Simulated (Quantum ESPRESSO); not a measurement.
# NiO: parallel and opposed starts, part 2 of 2

Aim: find out which collinear order of NiO costs least.

Quantum ESPRESSO 7.5; PBEsol; plane waves with GBRV 1.5 PBEsol potentials, no spin-orbit coupling.

So far, largest spin moment in the atom's sphere (μB): step 2 (run 1, typed as ferro +) 0.692; step 3 (start 2: antiferro q=(0,1/2,1/2) +−) 0.618.

## Step 4: Run 3, typed as antiferro q=(0,0,1/2) +−

The cell is doubled to 4 atoms to hold this order.

Contents of pw.in:

```
&CONTROL
  calculation = 'scf'
  prefix = 'pwscf'
  outdir = './tmp'
  pseudo_dir = './pseudo'
  disk_io = 'nowf'
/
&SYSTEM
  ibrav = 0
  celldm(1) = 8
  nat = 4
  ntyp = 3
  ecutwfc = 40
  ecutrho = 280
  nbnd = 33
  occupations = 'smearing'
  smearing = 'fd'
  degauss = 0.00367493
  nspin = 2
  starting_magnetization(1) = 0.1111
  starting_magnetization(2) = -0.1111
  starting_magnetization(3) = 0
/
&ELECTRONS
  conv_thr = 8d-09
  electron_maxstep = 150
  mixing_beta = 0.3
/
ATOMIC_SPECIES
Ni1    58.6934 ni_pbesol_v1.4.uspp.F.UPF
Ni2    58.6934 ni_pbesol_v1.4.uspp.F.UPF
O      15.9990 o_pbesol_v1.2.uspp.F.UPF
CELL_PARAMETERS alat
   0.0000000000000    0.4927228531442    0.4927228531442
   0.4927228531442    0.0000000000000    0.4927228531442
   0.9854457062883    0.9854457062883    0.0000000000000
ATOMIC_POSITIONS crystal
Ni1     0.0000000000    0.0000000000    0.0000000000
Ni2     0.0000000000    0.0000000000    0.5000000000
O       0.5000000000    0.5000000000    0.2500000000
O       0.5000000000    0.5000000000    0.7500000000
K_POINTS automatic
8 8 4 0 0 0
```

Run with:

```sh
$ OMP_NUM_THREADS=1 mpirun -n 4 pw.x -nk 4 -in pw.in > pw.out
```

The log of the run:

```text
     [... lines left out ...]
Program PWSCF v.7.5 starts
     [... lines left out ...]
     number of atoms/cell      =            4
     [... lines left out ...]
     number of electrons       =        48.00
     number of Kohn-Sham states=           33
     kinetic-energy cutoff     =      40.0000  Ry
     charge density cutoff     =     280.0000  Ry
     scf convergence threshold =      8.0E-09
     [... lines left out ...]
     12 Sym. Ops., with inversion, found
     [... lines left out ...]
     number of k points=    35  Fermi-Dirac smearing, width (Ry)=  0.0037
     [... lines left out ...]
     iteration # 15     ecut=    40.00 Ry     beta= 0.30
     [... lines left out ...]
     Magnetic moment per site  (integrated on atomic sphere of radius R)
     atom   1 (R=0.203)  charge= 15.6782  magn=  1.2941
     atom   2 (R=0.203)  charge= 15.6782  magn= -1.2941
     atom   3 (R=0.203)  charge=  5.6322  magn= -0.0000
     atom   4 (R=0.203)  charge=  5.6322  magn= -0.0000
     [... lines left out ...]
     the Fermi energy is    14.1353 ev
!    total energy              =    -750.51309823 Ry
     estimated scf accuracy    <          4.5E-10 Ry
     smearing contrib. (-TS)   =      -0.00001846 Ry
     [... lines left out ...]
     total magnetization       =     0.00 Bohr mag/cell
     absolute magnetization    =     2.87 Bohr mag/cell
     convergence has been achieved in  15 iterations
```

Elapsed: 15 s, on 4 MPI ranks of Intel Xeon Platinum 8375C at 2.90GHz (Ice Lake), shared host; peak memory 0.36 GiB.

Spin moment in the atom's sphere by atom:

```tsv
atom	spin moment in the atom's sphere (μB)
Ni1	1.29
Ni2	-1.29
O3	0.00
O4	0.00
```

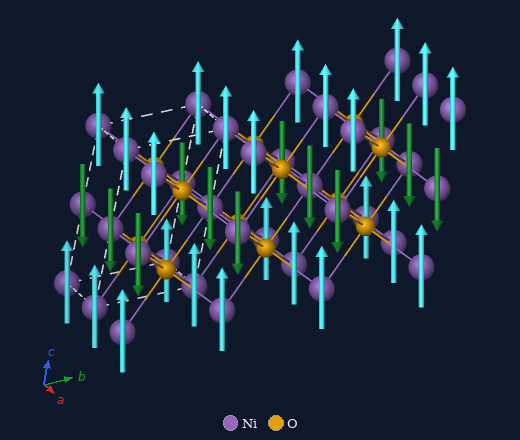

Spin moment in the atom's sphere as arrows, the longest 1.29 μB. Up and down stand for the sign. Arrows give size and sign along the axis of quantisation, drawn up and down the page. The two directions have two colours. Bonds to atoms that aren't drawn are left out. 2×3×1 cells are drawn. Some periodic images of atoms are drawn too.

Numbers from this step:

```yaml
smearing_term_ts: 2.51e-4 eV
magnetization: 0 μB
absolute_magnetization: 2.867 μB
final_state: antiferromagnetic
```

## Step 5: Run 4, typed as no spin polarisation

Contents of pw.in:

```
&CONTROL
  calculation = 'scf'
  prefix = 'pwscf'
  outdir = './tmp'
  pseudo_dir = './pseudo'
  disk_io = 'nowf'
/
&SYSTEM
  ibrav = 0
  celldm(1) = 8
  nat = 2
  ntyp = 2
  ecutwfc = 40
  ecutrho = 280
  nbnd = 19
  occupations = 'smearing'
  smearing = 'fd'
  degauss = 0.00367493
/
&ELECTRONS
  conv_thr = 4d-09
  electron_maxstep = 150
  mixing_beta = 0.3
/
ATOMIC_SPECIES
Ni     58.6934 ni_pbesol_v1.4.uspp.F.UPF
O      15.9990 o_pbesol_v1.2.uspp.F.UPF
CELL_PARAMETERS alat
   0.0000000000000    0.4927228531442    0.4927228531442
   0.4927228531442    0.0000000000000    0.4927228531442
   0.4927228531442    0.4927228531442    0.0000000000000
ATOMIC_POSITIONS crystal
Ni      0.0000000000    0.0000000000    0.0000000000
O       0.5000000000    0.5000000000    0.5000000000
K_POINTS automatic
8 8 8 0 0 0
```

The log of the run:

```text
     [... lines left out ...]
Program PWSCF v.7.5 starts
     [... lines left out ...]
     number of atoms/cell      =            2
     [... lines left out ...]
     number of electrons       =        24.00
     number of Kohn-Sham states=           19
     kinetic-energy cutoff     =      40.0000  Ry
     charge density cutoff     =     280.0000  Ry
     scf convergence threshold =      4.0E-09
     [... lines left out ...]
     48 Sym. Ops., with inversion, found
     [... lines left out ...]
     number of k points=    29  Fermi-Dirac smearing, width (Ry)=  0.0037
     [... lines left out ...]
     iteration # 12     ecut=    40.00 Ry     beta= 0.30
     [... lines left out ...]
     the Fermi energy is    14.1723 ev
!    total energy              =    -375.23770671 Ry
     estimated scf accuracy    <          4.7E-10 Ry
     smearing contrib. (-TS)   =      -0.00167986 Ry
     [... lines left out ...]
     convergence has been achieved in  12 iterations
```

The job ended after 2.8 s (4 MPI ranks; peak memory 0.25 GiB; 11 s of CPU time).

Read from the output:

```
smearing term TS : 0.02286 eV
final state      : non-magnetic (no spin polarisation)
```

## Step 6: The states side by side

An order is kept where moments of 0.15 μB or more survive with the typed signs; meshes match where a doubled cell samples the same k points as the first cell.

Orders:

```tsv
start	final state	typed order kept	energy over the lowest (meV a seeded atom)	largest site moment (μB)	net moment (μB a cell of the first run)	mesh matched	CPU time (s)
ferro +	ferromagnetic	yes	226.7	0.6923	0.8296	yes	21.97
antiferro q=(0,1/2,1/2) +-	antiferromagnetic	yes	235.3	0.6181	0	yes	106.4
antiferro q=(0,0,1/2) +-	antiferromagnetic	yes	0	1.294	0	yes	59.59
no spin polarisation	non-magnetic	-	256.4	0	0	yes	10.61
```

## Step 7: The lowest state again, with its states saved

Contents of pw.in:

```
&CONTROL
  calculation = 'scf'
  prefix = 'pwscf'
  outdir = './tmp'
  pseudo_dir = './pseudo'
  disk_io = 'low'
/
&SYSTEM
  ibrav = 0
  celldm(1) = 8
  nat = 4
  ntyp = 3
  ecutwfc = 40
  ecutrho = 280
  nbnd = 37
  occupations = 'smearing'
  smearing = 'fd'
  degauss = 0.00367493
  nspin = 2
  starting_magnetization(1) = 0.1111
  starting_magnetization(2) = -0.1111
  starting_magnetization(3) = 0
/
&ELECTRONS
  conv_thr = 8d-09
  electron_maxstep = 150
  mixing_beta = 0.3
/
ATOMIC_SPECIES
Ni1    58.6934 ni_pbesol_v1.4.uspp.F.UPF
Ni2    58.6934 ni_pbesol_v1.4.uspp.F.UPF
O      15.9990 o_pbesol_v1.2.uspp.F.UPF
CELL_PARAMETERS alat
   0.0000000000000    0.4927228531442    0.4927228531442
   0.4927228531442    0.0000000000000    0.4927228531442
   0.9854457062883    0.9854457062883    0.0000000000000
ATOMIC_POSITIONS crystal
Ni1     0.0000000000    0.0000000000    0.0000000000
Ni2     0.0000000000    0.0000000000    0.5000000000
O       0.5000000000    0.5000000000    0.2500000000
O       0.5000000000    0.5000000000    0.7500000000
K_POINTS automatic
8 8 4 0 0 0
```

The log of the run:

```text
     [... lines left out ...]
Program PWSCF v.7.5 starts
     [... lines left out ...]
     number of atoms/cell      =            4
     [... lines left out ...]
     number of electrons       =        48.00
     number of Kohn-Sham states=           37
     kinetic-energy cutoff     =      40.0000  Ry
     charge density cutoff     =     280.0000  Ry
     scf convergence threshold =      8.0E-09
     [... lines left out ...]
     12 Sym. Ops., with inversion, found
     [... lines left out ...]
     number of k points=    35  Fermi-Dirac smearing, width (Ry)=  0.0037
     [... lines left out ...]
     iteration # 14     ecut=    40.00 Ry     beta= 0.30
     [... lines left out ...]
     Magnetic moment per site  (integrated on atomic sphere of radius R)
     atom   1 (R=0.203)  charge= 15.6782  magn=  1.2940
     atom   2 (R=0.203)  charge= 15.6782  magn= -1.2940
     atom   3 (R=0.203)  charge=  5.6322  magn= -0.0000
     atom   4 (R=0.203)  charge=  5.6322  magn= -0.0000
     [... lines left out ...]
     the Fermi energy is    14.1353 ev
!    total energy              =    -750.51309823 Ry
     estimated scf accuracy    <          2.0E-09 Ry
     smearing contrib. (-TS)   =      -0.00001847 Ry
     [... lines left out ...]
     total magnetization       =     0.00 Bohr mag/cell
     absolute magnetization    =     2.87 Bohr mag/cell
     convergence has been achieved in  14 iterations
```

The job ended after 15 s (4 MPI ranks; peak memory 0.36 GiB; 60 s of CPU time).

Numbers from this step:

```
smearing term TS       : 2.51e-4 eV
magnetization          : 0 μB
absolute magnetization : 2.867 μB
final state            : antiferromagnetic
largest moment         : 1.294 μB
```

## Step 8: Löwdin moments

projwfc.x projects the saved states on orthogonalised atomic orbitals of the pseudopotential files.

The log of the run:

```text
[banner, memory and clock lines left out]
Program PROJWFC v.7.5 starts

     [... lines left out ...]
     IMPORTANT: XC functional enforced from input :
     Exchange-correlation= PBESOL
                           (   1   4  10   8   0   0   0)
     Any further DFT definition will be discarded
     Please, verify this is what you really want

     G-vector sticks info

     Check: negative core charge=   -0.000014

     Gaussian broadening (read from input): ngauss,degauss=   0    0.010000

     Calling projwave ....

  Problem Sizes
  natomwfc =           34
  nbnd     =           37
  nkstot   =           70
  npwx     =         1075
  nkb      =           62

     Atomic states used for projection
     (read from pseudopotential files):

     state #   1: atom   1 (Ni1), wfc  1 (l=0 m= 1)
     state #   2: atom   1 (Ni1), wfc  2 (l=1 m= 1)
     state #   3: atom   1 (Ni1), wfc  2 (l=1 m= 2)
     state #   4: atom   1 (Ni1), wfc  2 (l=1 m= 3)
     state #   5: atom   1 (Ni1), wfc  3 (l=2 m= 1)
     state #   6: atom   1 (Ni1), wfc  3 (l=2 m= 2)
     state #   7: atom   1 (Ni1), wfc  3 (l=2 m= 3)
     state #   8: atom   1 (Ni1), wfc  3 (l=2 m= 4)
     state #   9: atom   1 (Ni1), wfc  3 (l=2 m= 5)
     state #  10: atom   1 (Ni1), wfc  4 (l=0 m= 1)
     state #  11: atom   1 (Ni1), wfc  5 (l=1 m= 1)
     state #  12: atom   1 (Ni1), wfc  5 (l=1 m= 2)
     state #  13: atom   1 (Ni1), wfc  5 (l=1 m= 3)
     state #  14: atom   2 (Ni2), wfc  1 (l=0 m= 1)
     state #  15: atom   2 (Ni2), wfc  2 (l=1 m= 1)
     state #  16: atom   2 (Ni2), wfc  2 (l=1 m= 2)
     state #  17: atom   2 (Ni2), wfc  2 (l=1 m= 3)
     state #  18: atom   2 (Ni2), wfc  3 (l=2 m= 1)
     state #  19: atom   2 (Ni2), wfc  3 (l=2 m= 2)
     state #  20: atom   2 (Ni2), wfc  3 (l=2 m= 3)
     state #  21: atom   2 (Ni2), wfc  3 (l=2 m= 4)
     state #  22: atom   2 (Ni2), wfc  3 (l=2 m= 5)
     state #  23: atom   2 (Ni2), wfc  4 (l=0 m= 1)
     state #  24: atom   2 (Ni2), wfc  5 (l=1 m= 1)
     state #  25: atom   2 (Ni2), wfc  5 (l=1 m= 2)
     state #  26: atom   2 (Ni2), wfc  5 (l=1 m= 3)
     state #  27: atom   3 (O  ), wfc  1 (l=0 m= 1)
     state #  28: atom   3 (O  ), wfc  2 (l=1 m= 1)
     state #  29: atom   3 (O  ), wfc  2 (l=1 m= 2)
     state #  30: atom   3 (O  ), wfc  2 (l=1 m= 3)
     state #  31: atom   4 (O  ), wfc  1 (l=0 m= 1)
     state #  32: atom   4 (O  ), wfc  2 (l=1 m= 1)
     state #  33: atom   4 (O  ), wfc  2 (l=1 m= 2)
     state #  34: atom   4 (O  ), wfc  2 (l=1 m= 3)

 [... projections of the bands left out ...]

Lowdin Charges:

     Atom #   1: total charge =  17.6988, s =  2.3748, p =  6.9265, d =  8.3976,
                 spin up      =   9.4903, s =  1.1818,
                 spin up      =   9.4903, p =  3.4543, pz=  1.1514, px=  1.1514, py=  1.1514,
                 spin up      =   9.4903, d =  4.8541, dz2=  0.9481, dxz=  0.9860, dyz=  0.9860, dx2-y2=  0.9481, dxy=  0.9860,
                 spin down    =   8.2086, s =  1.1930,
                 spin down    =   8.2086, p =  3.4722, pz=  1.1574, px=  1.1574, py=  1.1574,
                 spin down    =   8.2086, d =  3.5434, dz2=  0.3083, dxz=  0.9756, dyz=  0.9756, dx2-y2=  0.3083, dxy=  0.9756,
                 polarization =   1.2817, s = -0.0111, p = -0.0178, d =  1.3107,
     Atom #   2: total charge =  17.6988, s =  2.3748, p =  6.9265, d =  8.3976,
                 spin up      =   8.2086, s =  1.1930,
                 spin up      =   8.2086, p =  3.4722, pz=  1.1574, px=  1.1574, py=  1.1574,
                 spin up      =   8.2086, d =  3.5434, dz2=  0.3083, dxz=  0.9756, dyz=  0.9756, dx2-y2=  0.3083, dxy=  0.9756,
                 spin down    =   9.4903, s =  1.1818,
                 spin down    =   9.4903, p =  3.4543, pz=  1.1514, px=  1.1514, py=  1.1514,
                 spin down    =   9.4903, d =  4.8541, dz2=  0.9481, dxz=  0.9860, dyz=  0.9860, dx2-y2=  0.9481, dxy=  0.9860,
                 polarization =  -1.2817, s =  0.0111, p =  0.0178, d = -1.3107,
     Atom #   3: total charge =   6.2434, s =  1.6401, p =  4.6033, d =  0.0000,
                 spin up      =   3.1217, s =  0.8201,
                 spin up      =   3.1217, p =  2.3016, pz=  0.7672, px=  0.7672, py=  0.7672,
                 spin up      =   3.1217, d =  0.0000, dz2=  0.0000, dxz=  0.0000, dyz=  0.0000, dx2-y2=  0.0000, dxy=  0.0000,
                 spin down    =   3.1217, s =  0.8201,
                 spin down    =   3.1217, p =  2.3016, pz=  0.7672, px=  0.7672, py=  0.7672,
                 spin down    =   3.1217, d =  0.0000, dz2=  0.0000, dxz=  0.0000, dyz=  0.0000, dx2-y2=  0.0000, dxy=  0.0000,
                 polarization =  -0.0000, s =  0.0000, p = -0.0000, d =  0.0000,
     Atom #   4: total charge =   6.2434, s =  1.6401, p =  4.6033, d =  0.0000,
                 spin up      =   3.1217, s =  0.8201,
                 spin up      =   3.1217, p =  2.3016, pz=  0.7672, px=  0.7672, py=  0.7672,
                 spin up      =   3.1217, d =  0.0000, dz2=  0.0000, dxz=  0.0000, dyz=  0.0000, dx2-y2=  0.0000, dxy=  0.0000,
                 spin down    =   3.1217, s =  0.8201,
                 spin down    =   3.1217, p =  2.3016, pz=  0.7672, px=  0.7672, py=  0.7672,
                 spin down    =   3.1217, d =  0.0000, dz2=  0.0000, dxz=  0.0000, dyz=  0.0000, dx2-y2=  0.0000, dxy=  0.0000,
                 polarization =  -0.0000, s =  0.0000, p = -0.0000, d =  0.0000,
     Spilling Parameter:   0.0024
```

It took 2 s on 4 MPI ranks; peak memory 0.28 GiB.

```tsv
atom	moment in the sphere (μB)	Löwdin moment (μB)	Löwdin charge (e)
Ni1	1.294	1.282	17.699
Ni2	-1.294	-1.282	17.699
O3	0.000	0.000	6.243
O4	0.000	0.000	6.243
```

## Step 9: What came out

| Property | Result |
| --- | --- |
| lowest state found | antiferromagnetic (from antiferro q=(0,0,1/2) +-) |
| largest site moment | 1.29 μB |
| next state with moments | ferromagnetic, 227 meV a seeded atom higher |
| state without moments | 256 meV a seeded atom higher |

What this shows: The largest moment reads 1.29 μB in the sphere and 1.28 μB by Löwdin projection; a site moment hangs on how space is shared out. Only these 4 starts were compared; other wavevectors, canted and longer-period orders were not. No Hubbard term acts here. In such compounds local and semilocal functionals without one often delocalise the d electrons, and can shrink or lose moments and miss the size, sign and order of the couplings.

[Logs and program files are shortened in this print: banners, set-up blocks, solver, clock and traceback lines can be left out without a mark of their own.]

[Logs are printed without paths, hosts, clocks, repeated set-up lines and the standing remarks that a program may print on its own settings, such as how far it seeks lower states.]

[Hosts, paths, dates, database ids (printed as entryN), source tags and the programs' standing remarks are cut or masked in the printed files.]

[Where a cell is said to come from a database of computed structures, the database is the Materials Project.]
